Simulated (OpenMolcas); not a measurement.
# triplet CH6AlFSi: levels of theory compared

Aim: a comparison of 4 runs (UHF/6-31G*, U-r2SCAN/6-31G*, UBLYP/6-31G*, ROMP2/6-31G*) of triplet CH6AlFSi. 

The calculation is run with OpenMolcas 26.06.

2 further runs of the same task are left out: 2 set aside as unsound or not needed.

## 1. The molecule

CH6AlFSi: 10 atoms, total charge 0, spin state triplet. SMILES of the parent species: `C[SiH2][AlH][F]`. The coordinates come from a PBE0-D4/def2-TZVP relaxation. This is one conformer, not always the lowest. That shape belongs to the parent species and isn't relaxed for this state.

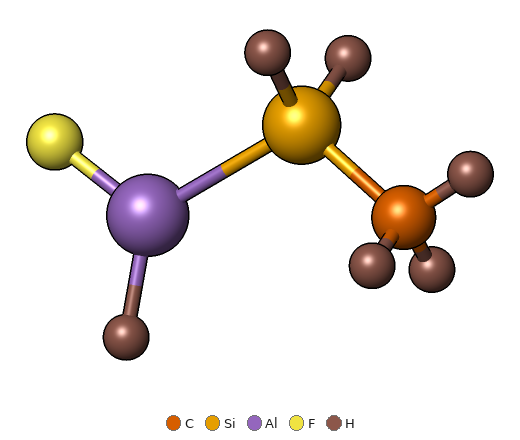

Viewed from a chosen angle; carbon orange, silicon amber, aluminium purple, fluorine yellow, hydrogen brown.

## 2. A single-point energy at UHF/6-31G(d) (spherical functions) (run 1)

Input file mol.xyz:

```xyz
10

C      0.209300     1.522100    -0.549700
Si    -0.487300     0.185700     0.578100
Al     0.320500    -2.061900     0.018500
F     -0.271300    -3.324400     0.910100
H     -0.171000     2.504900    -0.262800
H     -0.069900     1.340800    -1.589900
H      1.299800     1.551100    -0.495300
H     -1.978700     0.198000     0.509600
H     -0.129200     0.490400     1.995500
H      1.361100    -2.457900    -1.111000
```

Input file test.input:

```
* CH6AlFSi Hartree-Fock
>>> EXPORT MOLCAS_PRINT=2
&GATEWAY
BasLib=$CurrDir
Coord=mol.xyz
Basis=6-31Gs
Group=NoSym
&SEWARD
&SCF
UHF
Spin=3
Thresholds=1e-10 1e-07 1e-07 1e-05
PrOrbitals=1 2
```

The basis set 6-31G* is read from a file made from the Basis Set Exchange's data (not shown).

Launch:

```
$ export MOLCAS_MEM=1860
$ pymolcas test.input > test.log
```

Standard output:

```text
--- Start Module: gateway ---
[...]
--- Stop Module: gateway /rc=_RC_ALL_IS_WELL_ ---
--- Start Module: seward ---
[...]
      Basis functions           76
--- Stop Module: seward /rc=_RC_ALL_IS_WELL_ ---
[...]
--- Start Module: scf ---
[...]
       Convergence after  26 Iterations
[...]
::    Total SCF energy                               -671.5349622996
[...]
      Total spin, S                                     1.0016885673
[...]
      Total electronic charge=   48.000000
      Total            charge=   -0.000000
[...]
      Dipole Moment (debye):
      Origin of the operator (angstrom)=   -0.0795   -0.9964    0.2870
                   X= -3.1737E-01               Y=  5.3074E+00               Z= -5.1327E-01           Total=  5.3416E+00
      Quadrupole Moment (debye*angstrom):
[...]
--- Stop Module: scf /rc=_RC_ALL_IS_WELL_ ---
[...]
```

Wall time 5.1 s (1 thread of Intel Xeon 6975P-C (Granite Rapids), shared host); peak memory 0.43 GiB.

## 3. The energy at U-r2SCAN/6-31G(d) (spherical functions) (run 2)

Input file job.input:

```
&gateway
baslib=$CurrDir
coord
10
angstrom
C        0.209300       1.522100      -0.549700
Si      -0.487300       0.185700       0.578100
Al       0.320500      -2.061900       0.018500
F       -0.271300      -3.324400       0.910100
H       -0.171000       2.504900      -0.262800
H       -0.069900       1.340800      -1.589900
H        1.299800       1.551100      -0.495300
H       -1.978700       0.198000       0.509600
H       -0.129200       0.490400       1.995500
H        1.361100      -2.457900      -1.111000
basis=6-31Gs
group=NoSym
&seward
gridinput
Grid=UltraFine
End of Grid
&scf
uhf
spin=3
ksdft=2
1.0 MGGA_X_R2SCAN
1.0 MGGA_C_R2SCAN
thresholds=1e-10 1e-07 1e-07 1e-05
prorbitals=1 1
```

The basis set 6-31G* is read from a file made from the Basis Set Exchange's data (not shown).

Launch:

```
$ export MOLCAS_MEM=1860
$ pymolcas job.input > job.log
```

Standard output:

```text
--- Start Module: gateway ---
[...]
--- Stop Module: gateway /rc=_RC_ALL_IS_WELL_ ---
--- Start Module: seward ---
[...]
      Basis functions           76
--- Stop Module: seward /rc=_RC_ALL_IS_WELL_ ---
[...]
--- Start Module: scf ---
[...]
       Convergence after  24 Iterations
[...]
::    Total KS-DFT energy                            -673.2385768303
[...]
      Total spin, S                                     1.0013504321
[...]
      Total electronic charge=   48.000000
      Total            charge=   -0.000000
[...]
      Dipole Moment (debye):
      Origin of the operator (angstrom)=   -0.0795   -0.9964    0.2870
                   X=  2.3431E-02               Y=  4.4381E+00               Z= -7.9204E-01           Total=  4.5083E+00
      Quadrupole Moment (debye*angstrom):
[...]
--- Stop Module: scf /rc=_RC_ALL_IS_WELL_ ---
[...]
```

It took 54 s on 1 thread of Intel Xeon 6975P-C (Granite Rapids), shared host; peak memory 0.43 GiB.

Run 3 isn't shown in full; the table further down has it.

## 4. The energy at ROMP2/6-31G(d) (spherical functions) (run 4)

Input file input.xyz:

```xyz
10

C      0.209300     1.522100    -0.549700
Si    -0.487300     0.185700     0.578100
Al     0.320500    -2.061900     0.018500
F     -0.271300    -3.324400     0.910100
H     -0.171000     2.504900    -0.262800
H     -0.069900     1.340800    -1.589900
H      1.299800     1.551100    -0.495300
H     -1.978700     0.198000     0.509600
H     -0.129200     0.490400     1.995500
H      1.361100    -2.457900    -1.111000
```

Input file calc.inp:

```
&GATEWAY
  BasLib
  $CurrDir
  Coord
  input.xyz
  Basis
  6-31Gs
  Group
  NoSym

&SEWARD

&SCF
  UHF
  Spin
  3
  Thresholds
  1e-10 1e-07 1e-07 1e-05
  PrOrbitals
  1 2

&RASSCF
  FileOrb
  $Project.UnaOrb
  Spin
  3
  Nactel
  2 0 0
  Inactive
  23
  Ras2
  2
  OutOrbitals
  Canonical
  OrbListing
  Nothing

&CASPT2
  IPEA
  0.0
  Frozen
  12
```

The basis set 6-31G* is read from a file made from the Basis Set Exchange's data (not shown).

Launch:

```
$ export MOLCAS_MEM=1860
$ pymolcas calc.inp > calc.log
```

Standard output:

```text
--- Start Module: gateway ---
[...]
--- Stop Module: gateway /rc=_RC_ALL_IS_WELL_ ---
[...]
      Basis functions           76
[...]
       Convergence after  26 Iterations
[...]
::    Total SCF energy                               -671.5349622996
[...]
      Total spin, S                                     1.0016885673
[...]
--- Start Module: rasscf ---
[...]
      Number of active orbitals                  2
[...]
      Spin quantum number                      1.0
[...]
      Active orbitals                            2
[...]
      Number of CSFs                             1
[...]
      Number of root(s) required                 1
[...]
      Convergence after  9 iterations
[...]
      printout of CI-coefficients larger than  0.05 for root  1
      energy=    -671.533286
      conf/sym  11     Coeff  Weight
             1  uu   1.00000 1.00000
      Natural orbitals and occupation numbers for root  1
      sym 1:   1.000000   1.000000
      ************************************************************************************************************************
      *                                                    Final results                                                     *
[...]
::    RASSCF root number  1 Total energy:   -671.53328565
[...]
      Total electronic charge=   48.000000
      Total            charge=   -0.000000
[...]
      Dipole Moment (debye):
      Origin of the operator (angstrom)=   -0.0795   -0.9964    0.2870
                   X= -3.0318E-01               Y=  5.2815E+00               Z= -5.2595E-01           Total=  5.3162E+00
      Quadrupole Moment (debye*angstrom):
[...]
--- Stop Module: rasscf /rc=_RC_ALL_IS_WELL_ ---
[...]
      E2 (Variational):          -0.4318435758
      Total energy:            -671.9651292301
[...]
      Reference weight:           0.86539
[...]
::    CASPT2 Root  1     Total energy:   -671.96512923
[...]
```

It took 8.1 s on 1 thread of Intel Xeon 6975P-C (Granite Rapids), shared host; peak memory 0.43 GiB.

## 5. All runs side by side

```tsv
run	level	integration grid	frozen core orbitals	energy (Eh)	dipole moment (D)	HOMO energy (eV)	⟨S²⟩	wall time
1	UHF/6-31G* (spherical functions)	–	–	-671.534962	5.34	-5.51	2.005	5.1 s
2	U-r2SCAN/6-31G* (spherical functions)	UltraFine	–	-673.238577	4.51	-3.01	2.004	54 s
3	UBLYP/6-31G* (spherical functions)	UltraFine	–	-673.309620	4.22	-2.47	2.002	36 s
4	ROMP2/6-31G* (spherical functions)	–	12	-671.965129	–	–	–	8.1 s
```

## 6. Results

| quantity | value |
| --- | --- |
| run 4: total energy | -671.96513 Eh |

**Reading.** Over runs 1, 2, 3 the dipole moment (its size) runs from 4.22 D (UBLYP/6-31G*) to 5.34 D (UHF/6-31G*). Totals of different functionals can't be ranked against each other. All runs together took 1.7 min, the longest 54 s.
